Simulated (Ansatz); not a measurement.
**SiHBrClO: geometry relaxation**

SiHBrClO, multiplicity 2, SMILES O[Si](Cl)Br, computed with UKS PBE0-D4/def2-TZVP (Ansatz 0.2.0).

The geometry: PBE-D4/def2-SVP start. Figures and captions count atoms from 1; the log counts them from 0 in places.

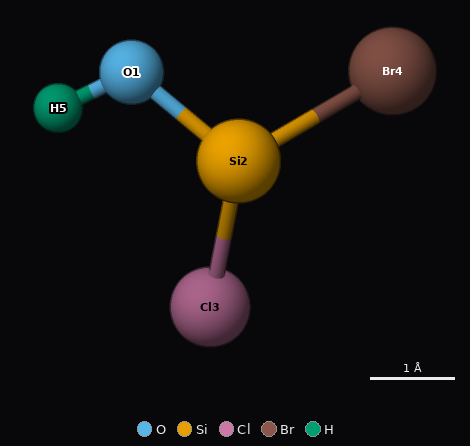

**Figure 1.** The input geometry (ball-and-stick view, seen at a tilt; atoms are numbered from 1 in the order of the input). Bond lengths as drawn: Br–Si 2.24 Å, Cl–Si 2.10 Å, H–O 0.98 Å and O–Si 1.68 Å.

Results in brief:

| quantity | value |
| --- | --- |
| outcome | converged |
| total energy | −92496.7891 eV |
| mean-field energy | −92496.6488 eV |
| dispersion energy | −0.1403 eV |
| ⟨S²⟩ | 0.753 |
| SCF solution under orbital rotations | stable |
| largest force (length of the vector) at the end | 0.005 eV/Å |
| dipole moment | 1.79 D |
| hardware | 4 threads of Arm Neoverse V1, 23 GiB of memory available, shared host |
| wall time | 51 s (CPU time 3.1 min) |
| peak memory | 0.58 GiB |

Input:
```yaml
crystal:
  periodic: [false, false, false]
  atoms:
    - {symbol: O, position_ang: [0.619429, 0.842501, -0.699693]}
    - {symbol: Si, position_ang: [-0.215246, 0.138633, 0.570706]}
    - {symbol: Cl, position_ang: [-1.713463, -1.119027, -0.194990]}
    - {symbol: Br, position_ang: [1.297779, -1.031780, 1.743130]}
    - {symbol: H, position_ang: [0.061402, 1.096074, -1.460552]}
basis:
  gaussian: {orbitals: def2-TZVP}
magnetization: {spin_polarized: true, initial_magnetization: 1}
hamiltonian: {xc: pbe0, dispersion: d4}
relax: {f_tol: 0.005, max_steps: 150}
```

Launch command:
```bash
ansatz run in.yaml --threads 4 --pin off --events-out ev --progress --plain --max-ram 10444MiB
```

Log:
```
Functional definition: PBE0
  name "PBE0"
  cite "Adamo & Barone, J. Chem. Phys. 110, 6158 (1999) doi:10.1063/1.478522"
  cite "Perdew, Burke & Ernzerhof, Phys. Rev. Lett. 77, 3865 (1996) doi:10.1103/PhysRevLett.77.3865"
  parent pbe
  parameter a = 0.25
  parameter kappa = 0.804
  parameter beta = 0.06672455060314922
  exchange = (1 - a)*pbe_x(kappa = kappa, mu = beta*pi^2/3) + a*exact_x
  correlation = pbe_c(beta = beta)
1144 factors; their error is unknown
mean field evaluation 1: about -92491.4595 eV, gradient 3.7e1 eV
mean field evaluation 2: about -92475.0308 eV, gradient 7.3e1 eV
mean field evaluation 4: about -92496.0549 eV, gradient 2.9e0 eV
mean field evaluation 8: about -92496.5987 eV, gradient 3.2e-1 eV
mean field evaluation 16: about -92496.5989 eV, gradient 1.0e-4 eV
mean field -92496.59894981 eV, -3399.1873149591 hartree, gradient 2.4e-5 eV, S^2 0.752924; 0 other end points of the search recorded, 0 dependent functions left out
the calculation of the forces begins
reference -92496.59897617 eV, -3399.1873159275 hartree; 38, 37 occupied and 121, 122 virtual orbitals, 1144 factors
relax step   1: F+E_penalty+E_count = -92496.73781738 eV  Δ(F+E_penalty+E_count) = +0.000e0 eV  max|allowed force component| = 1.011e0 eV/Å  Δτ_max = 0.0000 Å  (31 SCF iters, accepted)
these checks for a lower state are left out or cut short: starts, cluster_reference, orbital_swaps, neighbouring_geometries, increment
1144 factors; their error is unknown
mean field -92496.63862599 eV, -3399.1887730318 hartree, gradient 2.2e-5 eV, S^2 0.752668; 0 other end points of the search recorded, 0 dependent functions left out
the calculation of the forces begins
reference -92496.63865224 eV, -3399.1887739962 hartree; 38, 37 occupied and 121, 122 virtual orbitals, 1144 factors
relax step   2: F+E_penalty+E_count = -92496.77862143 eV  Δ(F+E_penalty+E_count) = -4.080e-2 eV  max|allowed force component| = 5.115e-1 eV/Å  Δτ_max = 0.0338 Å  (34 SCF iters, accepted)
these checks for a lower state are left out or cut short: starts, cluster_reference, orbital_swaps, neighbouring_geometries, increment
1144 factors; their error is unknown
mean field evaluation 32: about -92496.6466 eV, gradient 1.5e-5 eV
mean field -92496.64664723 eV, -3399.1890678068 hartree, gradient 1.5e-5 eV, S^2 0.752591; 0 other end points of the search recorded, 0 dependent functions left out
the calculation of the forces begins
reference -92496.64667342 eV, -3399.1890687693 hartree; 38, 37 occupied and 121, 122 virtual orbitals, 1144 factors
relax step   3: F+E_penalty+E_count = -92496.78705377 eV  Δ(F+E_penalty+E_count) = -8.432e-3 eV  max|allowed force component| = 1.175e-1 eV/Å  Δτ_max = 0.0155 Å  (36 SCF iters, accepted)
these checks for a lower state are left out or cut short: starts, cluster_reference, orbital_swaps, neighbouring_geometries, increment
1144 factors; their error is unknown
mean field -92496.64753864 eV, -3399.1891005655 hartree, gradient 1.5e-5 eV, S^2 0.752596; 0 other end points of the search recorded, 0 dependent functions left out
the calculation of the forces begins
reference -92496.64756486 eV, -3399.1891015290 hartree; 38, 37 occupied and 121, 122 virtual orbitals, 1144 factors
relax step   4: F+E_penalty+E_count = -92496.78781104 eV  Δ(F+E_penalty+E_count) = -7.573e-4 eV  max|allowed force component| = 8.021e-2 eV/Å  Δτ_max = 0.0117 Å  (35 SCF iters, accepted)
these checks for a lower state are left out or cut short: starts, cluster_reference, orbital_swaps, neighbouring_geometries, increment
1144 factors; their error is unknown
mean field -92496.64810809 eV, -3399.1891214924 hartree, gradient 1.5e-5 eV, S^2 0.752603; 0 other end points of the search recorded, 0 dependent functions left out
the calculation of the forces begins
reference -92496.64813431 eV, -3399.1891224561 hartree; 38, 37 occupied and 121, 122 virtual orbitals, 1144 factors
relax step   5: F+E_penalty+E_count = -92496.78837832 eV  Δ(F+E_penalty+E_count) = -5.673e-4 eV  max|allowed force component| = 5.961e-2 eV/Å  Δτ_max = 0.0056 Å  (36 SCF iters, accepted)
these checks for a lower state are left out or cut short: starts, cluster_reference, orbital_swaps, neighbouring_geometries, increment
1144 factors; their error is unknown
mean field -92496.64871067 eV, -3399.1891436369 hartree, gradient 1.5e-5 eV, S^2 0.752602; 0 other end points of the search recorded, 0 dependent functions left out
the calculation of the forces begins
reference -92496.64873691 eV, -3399.1891446010 hartree; 38, 37 occupied and 121, 122 virtual orbitals, 1144 factors
relax step   6: F+E_penalty+E_count = -92496.78903075 eV  Δ(F+E_penalty+E_count) = -6.524e-4 eV  max|allowed force component| = 2.192e-2 eV/Å  Δτ_max = 0.0149 Å  (35 SCF iters, accepted)
these checks for a lower state are left out or cut short: starts, cluster_reference, orbital_swaps, neighbouring_geometries, increment
1144 factors; their error is unknown
mean field -92496.64871288 eV, -3399.1891437181 hartree, gradient 1.5e-5 eV, S^2 0.752608; 0 other end points of the search recorded, 0 dependent functions left out
the calculation of the forces begins
reference -92496.64873913 eV, -3399.1891446825 hartree; 38, 37 occupied and 121, 122 virtual orbitals, 1144 factors
relax step   7: F+E_penalty+E_count = -92496.78903752 eV  Δ(F+E_penalty+E_count) = -6.765e-6 eV  max|allowed force component| = 2.078e-2 eV/Å  Δτ_max = 0.0047 Å  (36 SCF iters, accepted)
these checks for a lower state are left out or cut short: starts, cluster_reference, orbital_swaps, neighbouring_geometries, increment
1144 factors; their error is unknown
mean field evaluation 64: about -92496.6488 eV, gradient 9.9e-5 eV
mean field -92496.64876147 eV, -3399.1891455036 hartree, gradient 1.5e-5 eV, S^2 0.752605; 0 other end points of the search recorded, 0 dependent functions left out
the calculation of the forces begins
reference -92496.64878771 eV, -3399.1891464680 hartree; 38, 37 occupied and 121, 122 virtual orbitals, 1144 factors
relax step   8: F+E_penalty+E_count = -92496.78906159 eV  Δ(F+E_penalty+E_count) = -2.407e-5 eV  max|allowed force component| = 8.655e-3 eV/Å  Δτ_max = 0.0024 Å  (36 SCF iters, accepted)
these checks for a lower state are left out or cut short: starts, cluster_reference, orbital_swaps, neighbouring_geometries, increment
1144 factors; their error is unknown
mean field -92496.64875942 eV, -3399.1891454282 hartree, gradient 1.5e-5 eV, S^2 0.752608; 0 other end points of the search recorded, 0 dependent functions left out
the calculation of the forces begins
reference -92496.64878566 eV, -3399.1891463925 hartree; 38, 37 occupied and 121, 122 virtual orbitals, 1144 factors
relax step   9: F+E_penalty+E_count = -92496.78906711 eV  Δ(F+E_penalty+E_count) = -5.521e-6 eV  max|allowed force component| = 3.816e-3 eV/Å  Δτ_max = 0.0036 Å  (37 SCF iters, accepted)
1144 factors; their error is unknown
mean field evaluation 96: about -92496.6488 eV, gradient 8.6e-4 eV
```

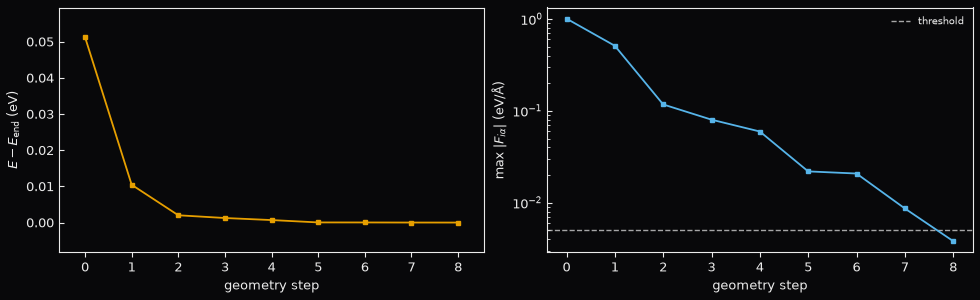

**Figure 2.** Progress of the relaxation, step by step (the first geometry is step 0 here and step 1 in the log).

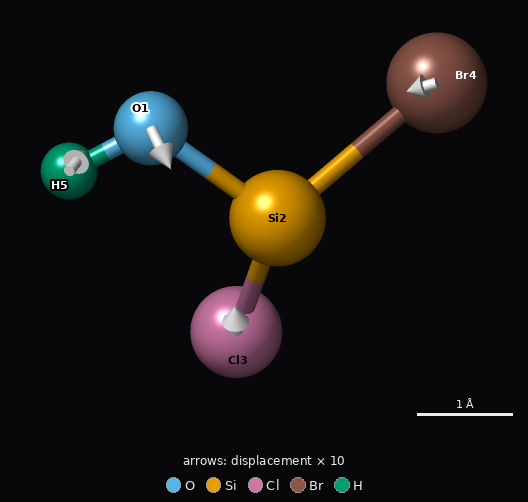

**Figure 3.** The starting structure with the displacements as white arrows, magnified 10 times (ball-and-stick view, seen at a tilt). The two geometries are laid on each other by the best rigid fit. The energy falls by 0.051 eV in 8 geometry steps. Largest force component: 1 eV/Å at the start, 0.0038 eV/Å at the end. O1 moves most after the best rigid fit: 0.051 Å. Largest moves by element: O 0.051 Å, H 0.045 Å, Cl 0.040 Å, Br 0.035 Å, Si 0.006 Å. Among the contacts that change: O1–Si2 1.675 → 1.633 Å, Si2–Cl3 2.101 → 2.062 Å, Si2–Br4 2.244 → 2.215 Å, O1–H5 0.977 → 0.961 Å. Among the angles that change: Si2–O1–H5 114.5° → 117.4°. (Atoms are counted from 1 in the order of the input.)

```
mean field -92496.64875942 eV, -3399.1891454282 hartree, gradient 1.5e-5 eV, S^2 0.752608; 1 other end points of the search recorded, 0 dependent functions left out
the calculation of the forces begins
reference -92496.64878566 eV, -3399.1891463925 hartree; 38, 37 occupied and 121, 122 virtual orbitals, 1144 factors
Total energy: -92496.78909335 eV, -3399.1943026051 hartree
Atom 0 at     0.582423     0.855249    -0.667747 Å, force     0.003621    -0.000642     0.003816 eV/Å
Atom 1 at    -0.211805     0.137666     0.565979 Å, force     0.001894     0.002742     0.001459 eV/Å
Atom 2 at    -1.682516    -1.093308    -0.190381 Å, force    -0.001097    -0.003210     0.000490 eV/Å
Atom 3 at     1.283486    -1.027430     1.711810 Å, force    -0.002291     0.000112    -0.002148 eV/Å
Atom 4 at     0.078313     1.054223    -1.461060 Å, force    -0.002127     0.000999    -0.003616 eV/Å
Dipole moment:    -0.159018     0.228759    -0.246611 e Å
```

Trajectory as extended XYZ (Å, eV, eV/Å), 9 frames, from step=1 to step=9:
```
5
Properties=species:S:1:pos:R:3:forces:R:3 step=1 energy=-92496.73782
O     0.6194    0.8425   -0.6997   -1.0113  -0.2865   0.3083
Si   -0.2152    0.1386    0.5707    0.4469  -0.1281  -0.8658
Cl   -1.7135   -1.1190   -0.1950    0.4588   0.3830   0.2294
Br    1.2978   -1.0318    1.7431   -0.3146   0.2313  -0.2373
H     0.0614    1.0961   -1.4606    0.4202  -0.1997   0.5654
5
Properties=species:S:1:pos:R:3:forces:R:3 step=2 energy=-92496.77862
O     0.6082    0.8472   -0.6883   -0.5115  -0.2450   0.3288
Si   -0.2102    0.1357    0.5662    0.2839   0.1754  -0.4978
Cl   -1.6853   -1.1006   -0.1912    0.0916   0.0815   0.0423
Br    1.2786   -1.0268    1.7227   -0.0260   0.0233  -0.0207
H     0.0586    1.0710   -1.4508    0.1620  -0.0352   0.1473
5
Properties=species:S:1:pos:R:3:forces:R:3 step=3 energy=-92496.78705
O     0.6000    0.8361   -0.6814   -0.1175  -0.0306   0.0698
Si   -0.2081    0.1376    0.5604    0.0849   0.0493  -0.0334
Cl   -1.6774   -1.0908   -0.1960   -0.0403  -0.0291  -0.0065
Br    1.2783   -1.0210    1.7171    0.0178  -0.0188   0.0236
H     0.0572    1.0646   -1.4415    0.0551   0.0292  -0.0535
5
Properties=species:S:1:pos:R:3:forces:R:3 step=4 energy=-92496.78781
O     0.5960    0.8461   -0.6770   -0.0802  -0.0263  -0.0091
Si   -0.2058    0.1355    0.5581    0.0105   0.0226   0.0551
Cl   -1.6815   -1.0917   -0.1942    0.0052  -0.0082  -0.0086
Br    1.2800   -1.0238    1.7188    0.0076  -0.0114  -0.0045
H     0.0612    1.0603   -1.4471    0.0569   0.0233  -0.0330
5
Properties=species:S:1:pos:R:3:forces:R:3 step=5 energy=-92496.78838
O     0.5924    0.8481   -0.6753   -0.0531  -0.0041  -0.0386
Si   -0.2064    0.1371    0.5597   -0.0127  -0.0154   0.0596
Cl   -1.6814   -1.0929   -0.1928    0.0149   0.0060   0.0001
Br    1.2803   -1.0259    1.7182   -0.0011   0.0014  -0.0120
H     0.0649    1.0600   -1.4512    0.0520   0.0121  -0.0091
5
Properties=species:S:1:pos:R:3:forces:R:3 step=6 energy=-92496.78903
O     0.5846    0.8493   -0.6720    0.0056  -0.0013   0.0126
Si   -0.2105    0.1368    0.5645   -0.0193   0.0103  -0.0219
Cl   -1.6823   -1.0959   -0.1883    0.0017   0.0019   0.0041
Br    1.2810   -1.0264    1.7137    0.0143  -0.0083   0.0061
H     0.0771    1.0625   -1.4594   -0.0023  -0.0025  -0.0010
5
Properties=species:S:1:pos:R:3:forces:R:3 step=7 energy=-92496.78904
O     0.5843    0.8518   -0.6688   -0.0112   0.0046  -0.0132
Si   -0.2139    0.1379    0.5644    0.0208  -0.0081   0.0121
Cl   -1.6836   -1.0966   -0.1874   -0.0045  -0.0006  -0.0051
Br    1.2827   -1.0262    1.7107   -0.0094   0.0056  -0.0008
H     0.0805    1.0595   -1.4604    0.0043  -0.0015   0.0070
5
Properties=species:S:1:pos:R:3:forces:R:3 step=8 energy=-92496.78906
O     0.5834    0.8535   -0.6688    0.0024  -0.0036   0.0011
Si   -0.2119    0.1367    0.5647   -0.0053   0.0087   0.0031
Cl   -1.6836   -1.0950   -0.1888    0.0031  -0.0011  -0.0017
Br    1.2829   -1.0265    1.7120    0.0025  -0.0042   0.0003
H     0.0791    1.0577   -1.4607   -0.0027   0.0002  -0.0028
5
Properties=species:S:1:pos:R:3:forces:R:3 step=9 energy=-92496.78907
O     0.5824    0.8552   -0.6677    0.0036  -0.0006   0.0038
Si   -0.2118    0.1377    0.5660    0.0019   0.0027   0.0015
Cl   -1.6825   -1.0933   -0.1904   -0.0011  -0.0032   0.0005
Br    1.2835   -1.0274    1.7118   -0.0023   0.0001  -0.0021
H     0.0783    1.0542   -1.4611   -0.0021   0.0010  -0.0036
```

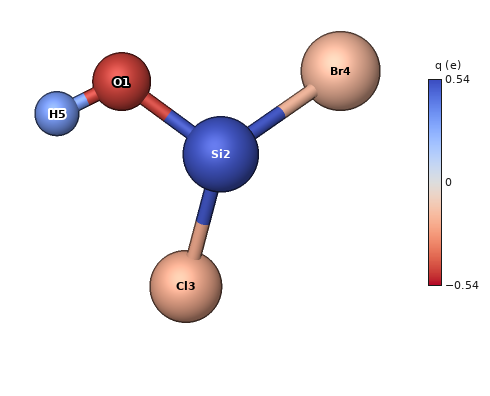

**Figure 4.** Mulliken charges, as the colour of each atom (ball-and-stick view, seen at a tilt; atoms are numbered from 1 in the order of the input; Mulliken charges depend strongly on the basis). By element: O −0.46, Si +0.51, Cl −0.21, Br −0.17 and H +0.33 e.
